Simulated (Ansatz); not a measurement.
System KAgBr₂ (space group R-3m, No. 166); source of the atomic positions: the input geometry of an electronic-structure calculation (not necessarily at equilibrium); the starting structure was generated, so it need not be a known form of this composition.

```cif
data_structure
_symmetry_space_group_name_H-M 'R-3m:H'
_symmetry_Int_Tables_number 166
_cell_length_a 4.3712
_cell_length_b 4.3712
_cell_length_c 21.2080
_cell_angle_alpha 90.000
_cell_angle_beta 90.000
_cell_angle_gamma 120.000
_cell_volume 350.94
loop_
_atom_site_label
_atom_site_type_symbol
_atom_site_symmetry_multiplicity
_atom_site_Wyckoff_symbol
_atom_site_fract_x
_atom_site_fract_y
_atom_site_fract_z
_atom_site_occupancy
K1 K 3 a 0.00000 0.00000 0.00000 1
Ag1 Ag 3 b 0.33333 0.66667 0.16667 1
Br1 Br 6 c 0.00000 0.00000 0.23773 1
```

Describe the stacking along c, with columns A (0, 0), B (1/3, 2/3), C (2/3, 1/3) of the hexagonal mesh.

K(A) – Br(C) – Ag(B) – Br(A) – K(C) – Br(B) – Ag(A) – Br(C) – K(B) – Br(A) – Ag(C) – Br(B) (twelve layers in 21.21 Å).

Br layers alone: CABCAB, the cubic close-packed type.

Ag: three octahedral sites; K: three octahedral sites, counted in one hexagonal cell.

Polytype symbol O3, Delmas's symbol (site of K and number of slabs in the repeat).

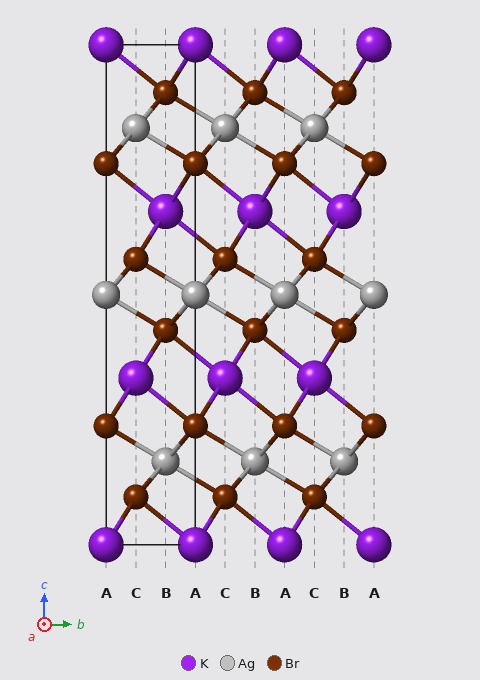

The picture looks along a close-packed row of the hexagonal mesh; c points upwards. The dashed lines mark the three columns A (0, 0), B (1/3, 2/3) and C (2/3, 1/3). The sequence starts with the first layer at or above the cell's origin.
